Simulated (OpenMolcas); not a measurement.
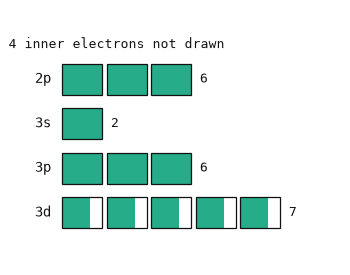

Fig. 1: The outer shells of the leading configuration of the lowest level: a box for each of the 2l + 1 orbitals, shaded by the share of the shell that is filled, with the electron count at the right.

Multiconfigurational calculation: Co²⁺ complex (part 1 of 2)

- system: Co²⁺ with 6 ligands (O; octahedron, 2.174 Å), embedded in CaO by model potentials and point charges, whose field is part of the energies.
- method: state-averaged CASSCF, active space 7 electrons in the shell 3d, basis ANO-RCC-VDZP on the metal and ANO-RCC-VDZP on the ligands, DKH2 scalar Hamiltonian, spin-orbit coupling by RASSI with atomic mean-field integrals (OpenMolcas)

Log (extracts):
```
--- SEWARD ---
Basis set label: CO.ANO-RCC...5S4P2D1F.

      Electronic valence basis set:
      ------------------
      Associated Effective Charge  27.000000 au
      Associated Actual Charge     27.000000 au
      Nuclear Model: Point charge

      Shell  nPrim  nBasis  Cartesian Spherical Contaminant
         s      21       5        X
         p      15       4        X
         d      10       2                 X
         f       6       1                 X
                  Relativistic Douglas-Kroll-Hess integrals:
                    - DKH order of Hamiltonian: 2
                    - DKH order of Properties : 0
                  Atomic mean-field integrals
--- RASSCF ---
Wave function specifications:
      -----------------------------

      Number of closed shell electrons          78
      Number of electrons in active shells       7
      Max number of holes in RAS1 space          0
      Max nr of electrons in RAS3 space          0
      Number of inactive orbitals               39
      Number of active orbitals                  5
      Number of secondary orbitals              98
      Spin quantum number                      1.5
      State symmetry                             1
Orbital specifications:
      -----------------------

      Symmetry species                           1   2
                                                ag  au
      Frozen orbitals                            0   0
      Inactive orbitals                         18  21
      Active orbitals                            5   0
      RAS1 orbitals                              0   0
      RAS2 orbitals                              5   0
      RAS3 orbitals                              0   0
      Secondary orbitals                        46  52
      Deleted orbitals                           0   0
      Number of basis functions                 69  73
      Number of CSFs                            10
      Number of root(s) required                10
      Iter CI   SX   CI       RASSCF       Energy    max ROT     max BLB   max BLB  Level Ln srch  Step   QN
          iter iter root      energy       change     param      element    value   shift minimum  type update
 Nr of preliminary CI iterations:   1
      Total energies have been shifted. Add                -1000.00 au
        1   1   10    0  -847.26030773    0.00E+00  -6.90E-02   16  50 1 -5.00E-01*  1.33   0.00    SX    NO
        2   1   11    0  -848.73457063   -1.47E+00* -4.57E-02   18  52 1 -1.99E-01*  1.02   0.00    SX    NO
        3   1   10    0  -849.04611494   -3.12E-01* -2.57E-02   21  24 2  7.88E-02*  0.91   0.00    SX    NO
        4   1   10    0  -849.09022377   -4.41E-02*  1.15E-02   21  24 2  4.36E-02*  0.87   0.00    SX    NO
        5   1   10    0  -849.10442281   -1.42E-02* -1.50E-02   21  24 2  2.73E-02*  0.86   2.50    LS   YES
        6   1    9    0  -849.11227606   -7.85E-03* -3.73E-03    6  32 1 -9.97E-03*  0.85   1.15    QN   YES
        7   1    9    0  -849.11337498   -1.10E-03* -2.76E-03   13  51 1 -4.65E-03*  0.85   1.76    LS   YES
        8   1    8    0  -849.11362606   -2.51E-04* -2.02E-03    9  71 2  3.55E-03*  0.85   1.03    QN   YES
        9   1    8    0  -849.11374936   -1.23E-04*  7.24E-04   18  61 1  1.33E-03*  0.85   1.31    QN   YES
       10   1    7    0  -849.11376175   -1.24E-05*  1.33E-04   19  25 1  3.78E-04*  0.85   1.09    QN   YES
       11   1    6    0  -849.11376278   -1.03E-06* -6.53E-05    4  32 2  2.03E-04*  0.85   1.10    QN   YES
       12   1    6    0  -849.11376295   -1.62E-07*  1.47E-05    6  34 2 -6.53E-05   0.85   1.03    QN   YES
       13   1    5    0  -849.11376297   -1.87E-08*  1.02E-05    6  24 1  1.84E-05   0.85   1.08    QN   YES
       14   1    4    0  -849.11376297   -4.16E-09   2.78E-06    6  24 1  4.78E-06   0.85   1.05    QN   YES
      Convergence after 14 iterations
       15   1    4    0  -849.11376297   -3.12E-10   2.78E-06    6  34 2  2.37E-06   0.85   1.05    QN   YES
      Natural orbitals and occupation numbers for root  1
      sym 1:   1.105406   1.894594   1.000000   1.894594   1.105406
      Natural orbitals and occupation numbers for root  2
      sym 1:   1.105450   1.894550   1.000000   1.894550   1.105450
      Natural orbitals and occupation numbers for root  3
      sym 1:   1.894606   1.894606   1.105394   1.105394   1.000000
::    RASSCF root number  1 Total energy:  -1849.16073197
::    RASSCF root number  2 Total energy:  -1849.16073197
::    RASSCF root number  3 Total energy:  -1849.16073197
::    RASSCF root number  4 Total energy:  -1849.13137706
::    RASSCF root number  5 Total energy:  -1849.13137706
::    RASSCF root number  6 Total energy:  -1849.13137706
::    RASSCF root number  7 Total energy:  -1849.09675177
::    RASSCF root number  8 Total energy:  -1849.05485027
::    RASSCF root number  9 Total energy:  -1849.05485027
::    RASSCF root number 10 Total energy:  -1849.05485027
--- RASSCF ---
Wave function specifications:
      -----------------------------

      Number of closed shell electrons          78
      Number of electrons in active shells       7
      Max number of holes in RAS1 space          0
      Max nr of electrons in RAS3 space          0
      Number of inactive orbitals               39
      Number of active orbitals                  5
      Number of secondary orbitals              98
      Spin quantum number                      0.5
      State symmetry                             1
Orbital specifications:
      -----------------------

      Symmetry species                           1   2
                                                ag  au
      Frozen orbitals                            0   0
      Inactive orbitals                         18  21
      Active orbitals                            5   0
      RAS1 orbitals                              0   0
      RAS2 orbitals                              5   0
      RAS3 orbitals                              0   0
      Secondary orbitals                        46  52
      Deleted orbitals                           0   0
      Number of basis functions                 69  73
      Number of CSFs                            40
      Number of root(s) required                40
      Iter CI   SX   CI       RASSCF       Energy    max ROT     max BLB   max BLB  Level Ln srch  Step   QN
          iter iter root      energy       change     param      element    value   shift minimum  type update
 Nr of preliminary CI iterations:   1
      Total energies have been shifted. Add                -1000.00 au
        1   1    9    0  -848.99599655    0.00E+00   1.22E-02   21  27 1 -1.54E-02*  0.84   0.00    SX    NO
        2   1    8    0  -848.99672729   -7.31E-04* -7.83E-03    7  34 2 -9.13E-03*  0.85   0.00    SX    NO
        3   1    8    0  -848.99690270   -1.75E-04*  3.33E-03   21  27 1 -2.88E-03*  0.85   0.00    SX    NO
        4   1    7    0  -848.99694856   -4.59E-05* -2.14E-03    7  34 2 -1.75E-03*  0.85   0.00    SX    NO
        5   1    7    0  -848.99696099   -1.24E-05*  2.22E-03   19  25 1 -6.25E-04*  0.85   1.57    QN   YES
        6   1    6    0  -848.99696593   -4.94E-06* -4.44E-05   21  27 1  1.77E-04*  0.85   0.96    QN   YES
        7   1    6    0  -848.99696603   -1.00E-07*  4.49E-05   10  24 1 -9.05E-05   0.85   1.07    QN   YES
        8   1    5    0  -848.99696605   -2.37E-08*  1.89E-05   10  24 1 -3.44E-05   0.85   1.07    QN   YES
        9   1    4    0  -848.99696606   -2.08E-09   4.97E-06   10  24 1 -9.47E-06   0.85   1.10    QN   YES
      Convergence after  9 iterations
       10   1    4    0  -848.99696606   -1.33E-09   4.97E-06   10  24 1 -2.60E-06   0.85   1.10    QN   YES
      Natural orbitals and occupation numbers for root  1
      sym 1:   1.915809   1.955114   1.017554   1.946163   0.165360
      Natural orbitals and occupation numbers for root  2
      sym 1:   1.962248   1.922944   0.165360   1.931894   1.017554
      Natural orbitals and occupation numbers for root  3
      sym 1:   1.916957   1.916909   1.083007   1.061110   1.022017
::    RASSCF root number  1 Total energy:  -1849.09544505
::    RASSCF root number  2 Total energy:  -1849.09544505
::    RASSCF root number  3 Total energy:  -1849.07117793
::    RASSCF root number  4 Total energy:  -1849.07117793
::    RASSCF root number  5 Total energy:  -1849.07117793
::    RASSCF root number  6 Total energy:  -1849.07025798
::    RASSCF root number  7 Total energy:  -1849.07025798
::    RASSCF root number  8 Total energy:  -1849.07025798
::    RASSCF root number  9 Total energy:  -1849.04985916
::    RASSCF root number 10 Total energy:  -1849.04534002
::    RASSCF root number 11 Total energy:  -1849.04534002
::    RASSCF root number 12 Total energy:  -1849.04534002
::    RASSCF root number 13 Total energy:  -1849.03244889
::    RASSCF root number 14 Total energy:  -1849.03244889
::    RASSCF root number 15 Total energy:  -1849.03244889
::    RASSCF root number 16 Total energy:  -1849.02887440
::    RASSCF root number 17 Total energy:  -1849.02887440
::    RASSCF root number 18 Total energy:  -1849.02887440
::    RASSCF root number 19 Total energy:  -1849.01944786
::    RASSCF root number 20 Total energy:  -1849.01944786
::    RASSCF root number 21 Total energy:  -1849.00534000
::    RASSCF root number 22 Total energy:  -1849.00534000
::    RASSCF root number 23 Total energy:  -1849.00534000
::    RASSCF root number 24 Total energy:  -1849.00269599
::    RASSCF root number 25 Total energy:  -1849.00269599
::    RASSCF root number 26 Total energy:  -1849.00269599
::    RASSCF root number 27 Total energy:  -1849.00261494
::    RASSCF root number 28 Total energy:  -1849.00261494
::    RASSCF root number 29 Total energy:  -1848.95155188
::    RASSCF root number 30 Total energy:  -1848.95155188
```

(Continued in part 2.) Outcome of the run: converged.
